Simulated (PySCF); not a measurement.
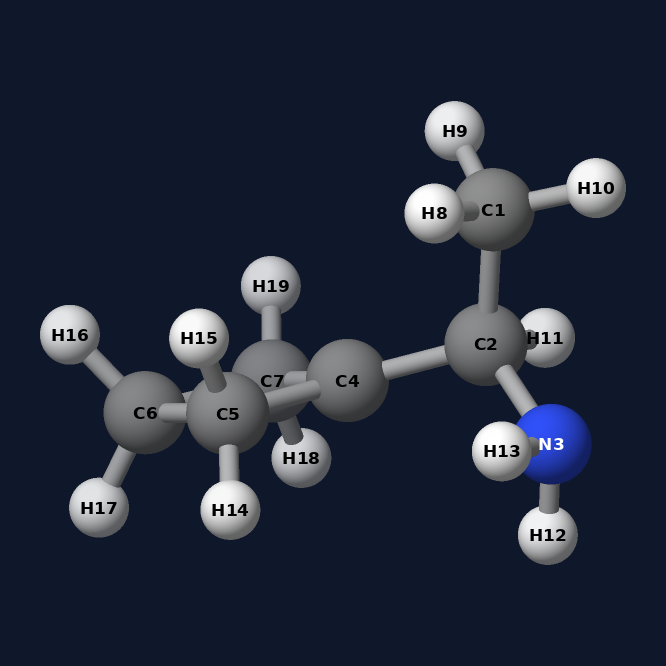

Charge 0, doublet. Computed geometry: GFN2-xTB optimisation. No frequency run is at hand to confirm it as a minimum. Method: UKS B3LYP, pcH-1 on C H N, non-relativistic (PySCF 2.14.0). Fermi-contact and spin-dipolar terms alone, no spin-orbit part.

Which nucleus has the largest dipolar (anisotropic) hyperfine coupling?

13C at C4: principal values −79.6, −77.8, 157.4 MHz.

List the isotropic and dipolar parts for the most strongly coupled nuclei, one of each equivalent set.

```json
{"atom": "C4", "isotope": "13C", "a_iso (MHz)": "101.0", "dipolar part (MHz)": "−79.6, −77.8, 157.4"}
{"atom": "H11", "isotope": "1H", "a_iso (MHz)": "10.9", "dipolar part (MHz)": "−5.5, −3.9, 9.4"}
{"atom": "H18", "isotope": "1H", "a_iso (MHz)": "117.5", "dipolar part (MHz)": "−4.4, −3.9, 8.3"}
{"atom": "H14", "isotope": "1H", "a_iso (MHz)": "110.2", "dipolar part (MHz)": "−4.3, −3.9, 8.3"}
{"atom": "H12", "isotope": "1H", "a_iso (MHz)": "−4.2", "dipolar part (MHz)": "−7.0, −1.2, 8.2"}
{"atom": "C1", "isotope": "13C", "a_iso (MHz)": "44.0", "dipolar part (MHz)": "−4.1, −3.9, 8.0"}
{"atom": "H19", "isotope": "1H", "a_iso (MHz)": "110.5", "dipolar part (MHz)": "−4.3, −3.4, 7.7"}
{"atom": "H15", "isotope": "1H", "a_iso (MHz)": "104.3", "dipolar part (MHz)": "−4.1, −3.4, 7.5"}
```
